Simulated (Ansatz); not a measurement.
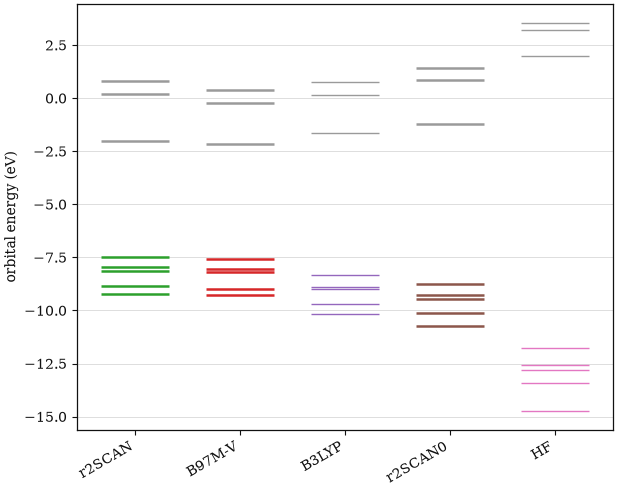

Frontier orbital energies of CH₇BOSi, SMILES BC[SiH2]O at one geometry, def2-TZVPP, the Ansatz code, at a PBE0-D4/def2-TZVP geometry (a minimum by its frequencies). Empty levels are grey, levels within 0.1 eV stand side by side; all columns show the same few orbitals around the gap.

Question: How do the frontier levels move from column to column?

Answer: The separation grows from 5.45 eV (r2SCAN) to 13.74 eV (HF).

```csv
level,HOMO (eV),LUMO (eV),separation (eV)
r2SCAN,−7.47,−2.02,5.45
B97M-V,−7.60,−2.14,5.45
B3LYP,−8.32,−1.65,6.68
r2SCAN0,−8.76,−1.20,7.55
HF,−11.78,1.96,13.74
```

Caveats, for all or some of the runs: empty levels above zero depend strongly on the basis; one conformer of a flexible molecule.
